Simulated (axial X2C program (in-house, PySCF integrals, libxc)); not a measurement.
# GeP: bond curves with and without spin–orbit coupling, part 1 of 2

What are the state, bond length, wavenumber and bond energy of GeP, and what does spin–orbit coupling change?

Program: an in-house X2C program for linear molecules on PySCF integrals. Level of theory: all-electron X2C, Ge dyall-cv3z, P dyall-v3z. These are calculated values, not measurements.

### 1 Set-up

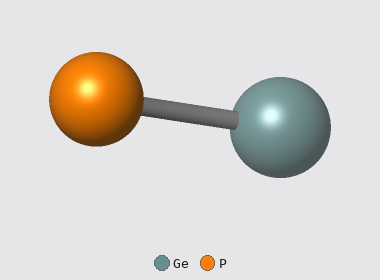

The two atoms at 2.130 Å (germanium teal, phosphorus orange).

task.json

```json
{
 "zs": [
  32,
  15
 ],
 "q": 0,
 "bas": [
  "dyall-cv3z",
  "dyall-v3z"
 ],
 "levels": [
  "PBE0",
  "HF",
  "r2SCAN"
 ],
 "cc": true,
 "r0": 2.13,
 "thr": -1.0,
 "nmax": 90,
 "npts": 10,
 "nst": 2,
 "ntry": 6
}
```

Keys: zs atomic numbers; q charge; bas basis sets; levels methods (HF also brings MP2); cc coupled cluster on or off; r0 starting distance in Å; thr threshold in hartree for freezing inner shells (an s shell follows its p shell); nmax most natural virtual spinors; npts points asked for on the curve; nst determinants followed; ntry starts of the search.

The run is started by

```bash
$ python so2c.py task.json out
```

Spin-free means the one-electron spin-free X2C Hamiltonian; two-component (2c) means X2C with spin–orbit coupling and atomic mean-field two-electron Coulomb and Gaunt terms. Basis: Ge dyall-cv3z contracted to [9s9p7d4f1g], P dyall-v3z contracted to [8s7p2d1f]; Gaussian nuclei, density fitting. Masses: Ge 73.921 u, P 30.974 u.

Notation: σ, π±, δ± give the projection m of an orbital's angular momentum (0, ±1, ±2), α and β its spin, Λ and M_S the sums; ω is the projection of a spinor's total angular momentum and Ω the sum. Logs are in hartree.

The results follow Hamiltonian by Hamiltonian and level by level.

### 2 State search with PBE0

Determinants are compared with PBE0 at 2.130 Å.

Spin-free determinants:

```csv
ΔE (eV),state,open shells
0.00,"M_S = 1/2, Λ = 1","beyond closed shells: π+α, π+β, π-α"
0.25,"M_S = 1/2, Λ = 0",beyond closed shells: σα
2.06,"M_S = 3/2, Λ = 1","beyond closed shells: 2 × π+α, π-α"
2.39,"M_S = 3/2, Λ = 2","beyond closed shells: σα, 2 × π+α, π+β, π-α"
2.39,"M_S = 3/2, Λ = 0","beyond closed shells: σα, π+α, π+β, 2 × π-α"
2.85,"M_S = 1/2, Λ = 2","beyond closed shells: σβ, 2 × π+α, π+β, π-α"
```

Two-component determinants:

```json
{"ΔE (eV)": "0.00", "state": "Ω = 3/2", "open shells": "excess of +ω over −ω: ω = 3/2"}
{"ΔE (eV)": "0.06", "state": "Ω = 1/2", "open shells": "excess of +ω over −ω: ω = 1/2"}
{"ΔE (eV)": "2.04", "state": "Ω = 1/2", "open shells": "excess of +ω over −ω: 2 × ω = -1/2, ω = 3/2"}
{"ΔE (eV)": "2.15", "state": "Ω = 5/2", "open shells": "excess of +ω over −ω: ω = -1/2, 2 × ω = 3/2"}
{"ΔE (eV)": "2.45", "state": "Ω = 7/2", "open shells": "excess of +ω over −ω: ω = 1/2, 2 × ω = 3/2"}
{"ΔE (eV)": "2.50", "state": "Ω = 3/2", "open shells": "excess of +ω over −ω: ω = 3/2"}
{"ΔE (eV)": "2.94", "state": "Ω = 5/2", "open shells": "excess of +ω over −ω: 2 × ω = 1/2, ω = 3/2"}
```

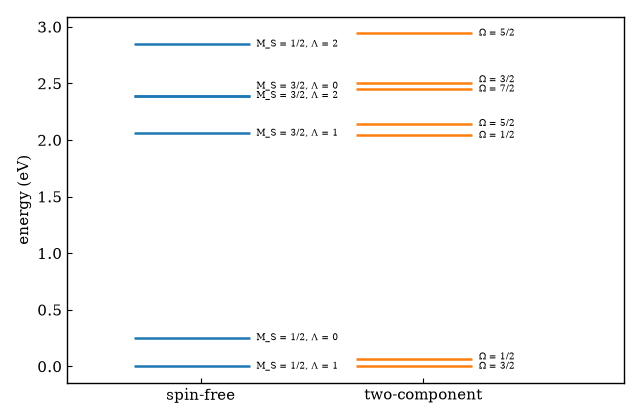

The determinants found, each set from its own lowest.

### 3 PBE0, spin-free

State followed: M_S = 1/2, Λ = 1 (beyond closed shells: π+α, π+β, π-α). The scan is laid around 2.150 Å, a first estimate of the minimum, and this SCF restarts from the orbitals of the search.

Output at 2.150 Å:

```text
spin-free X2C-1e  PBE0
basis functions 154  fitting functions 907  grid points 5078
iter        total energy     max residual
   1      -2440.290164154     1.57e+00
   2      -2440.616754929     2.12e-02
   3      -2440.617136271     5.65e-03
   4      -2440.617468893     5.59e-03
   5      -2440.617514057     2.93e-03
   6      -2440.617595616     1.40e-03
   7      -2440.617599524     5.79e-04
   8      -2440.617602215     1.92e-04
   9      -2440.617602322     8.17e-05
  10      -2440.617602352     1.98e-05
  11      -2440.617602374     1.92e-05
  12      -2440.617602375     2.69e-06
converged
one-electron -3631.56829320  Coulomb 1175.93366644  exact exchange -25.29197650  xc functional -77.83288806  nuclear repulsion 118.14188895
```

Along the bond, energies from the lowest point:

```
R (Å)  E (eV)  μ (D)  HOMO (eV)  LUMO (eV)  iterations
1.871  1.0695  -0.51      -6.73      -5.22          25
1.956  0.4402  -0.79      -6.79      -5.00          22
2.021  0.1710  -0.99      -6.82      -4.85          18
2.086  0.0341  -1.20      -6.64      -4.72          18
2.150  0.0000  -1.39      -6.49      -4.59          12
2.225  0.0583  -1.61      -6.31      -4.46          18
2.300  0.1936  -1.80      -6.15      -4.35          17
2.397  0.4381  -1.97      -5.96      -4.22          18
2.515  0.7774  -2.03      -5.83      -4.11          17
2.688  1.2605  -2.09      -5.75      -4.00          16
```

Dipoles are positive if P is the positive end.

Outer orbitals at the reference distance:

| symmetry | occupied | ε (eV) | atomic character |
| --- | --- | --- | --- |
| δ-α | yes | -33.24 | 100% Ge d |
| δ+α | yes | -33.24 | 100% Ge d |
| δ+β | yes | -33.23 | 100% Ge d |
| δ-β | yes | -33.21 | 100% Ge d |
| π-α | yes | -33.05 | 100% Ge d |
| π+α | yes | -33.05 | 100% Ge d |
| π+β | yes | -33.04 | 100% Ge d |
| σα | yes | -33.04 | 100% Ge d |
| σβ | yes | -33.03 | 100% Ge d |
| π-β | yes | -33.03 | 100% Ge d |
| σα | yes | -17.35 | 54% P s, 28% Ge s, 10% Ge p |
| σβ | yes | -16.53 | 49% P s, 32% Ge s, 8% Ge p |
| σα | yes | -12.20 | 46% Ge s, 22% P s, 20% P p |
| σβ | yes | -11.81 | 42% Ge s, 26% P s, 18% P p |
| π-α | yes | -7.26 | 66% P p, 28% Ge p, 4% Ge d |
| π+α | yes | -7.26 | 66% P p, 28% Ge p, 4% Ge d |
| σα | yes | -7.02 | 45% P p, 39% Ge p, 11% Ge s |
| σβ | yes | -6.84 | 46% P p, 39% Ge p, 10% Ge s |
| π+β | yes | -6.49 | 57% P p, 38% Ge p, 3% Ge d |
| π-β | no | -4.59 | 53% P p, 43% Ge p, 2% Ge d |
| π-α | no | -2.35 | 65% Ge p, 24% P p, 6% P d |
| π+α | no | -2.35 | 65% Ge p, 24% P p, 6% P d |
| π+β | no | -2.01 | 55% Ge p, 33% P p, 6% Ge d |

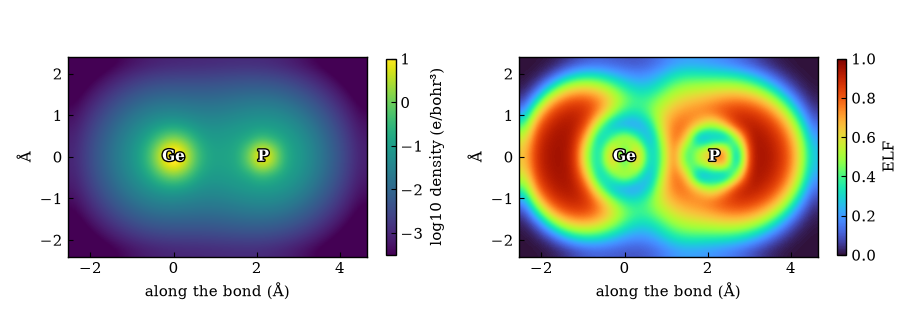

PBE0 fields in a plane through the axis, from a grid of 0.3 Å; Ge lies at z = 0 and P at z = 2.150 Å; the ELF is damped to zero where the density is low.

Re = 2.143 Å, ωe = 492 cm⁻¹, ωexe = 1.59 cm⁻¹, Be = 0.1682 cm⁻¹, De = 3.23 eV, μ = -1.37 D.

### 4 HF, spin-free

Output at 2.150 Å:

```text
spin-free X2C-1e  HF
basis functions 154  fitting functions 907  grid points 5078
iter        total energy     max residual
   1      -2438.660643814     2.87e-01
   2      -2438.687676083     1.04e-02
   3      -2438.688951288     1.30e-02
   4      -2438.689502734     7.37e-03
   5      -2438.690105233     5.14e-03
   6      -2438.691620849     2.72e-02
   7      -2438.692543050     1.81e-02
   8      -2438.693606755     2.95e-03
   9      -2438.693698280     2.56e-03
  10      -2438.693724510     1.62e-03
  11      -2438.693729320     1.26e-04
  12      -2438.693729733     1.20e-04
  13      -2438.693729799     2.70e-05
  14      -2438.693729805     7.14e-06
  15      -2438.693729806     4.22e-06
  16      -2438.693729806     2.32e-06
converged
one-electron -3631.54400009  Coulomb 1176.04386560  exact exchange -101.33548426  xc functional 0.00000000  nuclear repulsion 118.14188895
```

Re = 2.214 Å, ωe = 353 cm⁻¹, ωexe = 0.721 cm⁻¹, Be = 0.1575 cm⁻¹, De = 1.10 eV, μ = -1.16 D. ⟨S²⟩ = 1.25 against 0.75 for a pure state, so this determinant mixes spins.

### 5 r2SCAN, spin-free

The SCF at the reference distance of 2.150 Å:

```text
spin-free X2C-1e  r2SCAN
basis functions 154  fitting functions 907  grid points 5078
iter        total energy     max residual
   1      -2440.957471561     7.21e-02
   2      -2440.958838400     1.05e-02
   3      -2440.959454226     1.52e-02
   4      -2440.959548512     3.20e-03
   5      -2440.959582165     3.76e-03
   6      -2440.959593853     9.05e-04
   7      -2440.959594507     8.04e-05
   8      -2440.959594546     7.61e-05
   9      -2440.959594557     1.69e-05
  10      -2440.959594559     9.54e-06
converged
one-electron -3631.61429685  Coulomb 1175.98831073  exact exchange 0.00000000  xc functional -103.47549739  nuclear repulsion 118.14188895
```

Re = 2.148 Å, ωe = 483 cm⁻¹, ωexe = 1.57 cm⁻¹, Be = 0.1674 cm⁻¹, De = 3.17 eV, μ = -1.22 D.

### 6 Correlated methods, spin-free

Correlated methods: 9 electrons correlated (frozen shells, counted by type: Ge 3 s, 2 p, 1 d; P 2 s, 1 p), 205 virtual spinors in MP2, 90 natural virtuals in coupled cluster.

Output of the correlated part at 2.150 Å:

```text
correlated 9  virtual 205  natural virtual 90  E(MP2) -0.189592784  MP2 remainder -0.004044595
iter   CCSD correlation   residual
   1     -0.206250400   1.42e-01
   2     -0.216697221   7.49e-02
   3     -0.220034969   4.59e-02
   4     -0.223083803   3.09e-02
   5     -0.223947255   1.31e-02
   6     -0.224320774   4.29e-03
   7     -0.224359091   1.69e-03
   8     -0.224354999   8.46e-04
   9     -0.224354198   4.67e-04
  10     -0.224351987   2.04e-04
  11     -0.224353337   7.73e-05
  12     -0.224353679   2.70e-05
  13     -0.224353965   1.19e-05
  14     -0.224354221   5.29e-06
  15     -0.224354444   3.27e-06
  16     -0.224354612   1.84e-06
  17     -0.224354675   8.97e-07
  18     -0.224354701   4.37e-07
  19     -0.224354710   2.30e-07
(T) -0.013826203  T1 0.1031  D1 0.2364  max T2 0.114
```

T1 in the output is the amplitude norm over the root of the electron number; divide by √2 for the Lee–Taylor value.

MP2: No constants are quoted: the reference is strongly spin-contaminated.

CCSD: Re = 2.144 Å, ωe = 495 cm⁻¹, ωexe = 2.54 cm⁻¹, Be = 0.1679 cm⁻¹, De = 2.74 eV. T1 at Re = 0.072 (Lee–Taylor, the printed value over √2).

CCSD(T): Re = 2.150 Å, ωe = 497 cm⁻¹, ωexe = 1.98 cm⁻¹, Be = 0.1671 cm⁻¹, De = 2.96 eV. T1 at Re = 0.073 (Lee–Taylor, the printed value over √2).

### 7 A higher determinant, spin-free

State: M_S = 1/2, Λ = 0 (beyond closed shells: σα).

Output at the reference distance:

```text
spin-free X2C-1e  PBE0
basis functions 154  fitting functions 907  grid points 5078
iter        total energy     max residual
   1      -2440.284698907     1.64e+00
   2      -2440.606065655     2.18e-02
   3      -2440.606615255     1.49e-02
   4      -2440.606816458     6.52e-03
   5      -2440.606839372     4.22e-03
   6      -2440.606869725     3.91e-04
   7      -2440.606870044     3.07e-04
   8      -2440.606870801     5.62e-05
   9      -2440.606871005     5.04e-05
  10      -2440.606871419     6.90e-05
  11      -2440.606871485     3.19e-05
  12      -2440.606871496     5.88e-06
  13      -2440.606871497     2.25e-06
converged
one-electron -3631.00486383  Coulomb 1175.34645243  exact exchange -25.27938760  xc functional -77.81096144  nuclear repulsion 118.14188895
```

```
R (Å)  E above the lowest PBE0 point (eV)
1.871                               0.605
1.956                               0.259
2.021                               0.171
2.086                               0.191
2.150                               0.292
2.225                               0.483
2.300                               0.727
2.397                               1.059
2.515                               1.444
```

Re = 2.039 Å, ωe = 544 cm⁻¹, Be = 0.1858 cm⁻¹, μ = -1.67 D. Te = 0.17 eV.

### 8 The spin-free curves together

Energy (eV) of the followed determinant, spin-free, from each level's lowest point:

```
R (Å)   PBE0     HF  MP2 (spin-contaminated)   CCSD  CCSD(T)  r2SCAN
1.871  1.069  1.169                    0.907    n/a      n/a   1.086
1.956  0.440  0.532                    0.256  0.474    0.502   0.454
2.021  0.171  0.258                    0.031  0.184    0.201   0.182
2.086  0.034  0.101                    0.000  0.037    0.045   0.040
2.150  0.000  0.022                    0.065  0.000    0.000   0.000
2.225  0.058  0.000                    0.186  0.056    0.050   0.050
2.300  0.194  0.033                    0.330  0.184    0.178   0.175
2.397  0.438  0.131                    0.534  0.411    0.415   0.408
2.515  0.777  0.306                    0.797    n/a      n/a   0.743
2.688  1.261  0.600                    1.210    n/a      n/a   1.235
```

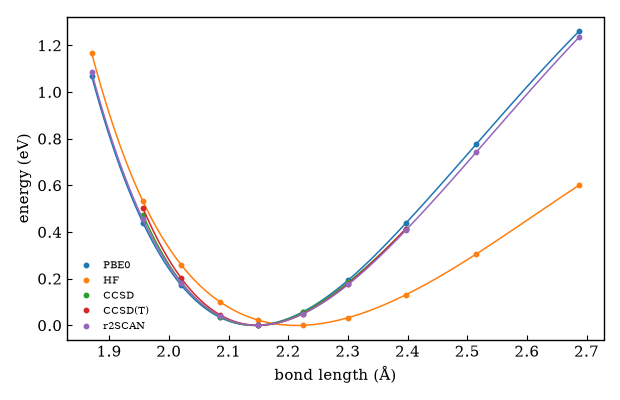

Curves of the followed state, spin-free, each from its own lowest point. Left out: MP2.

(Continued in part 2 of 2.)
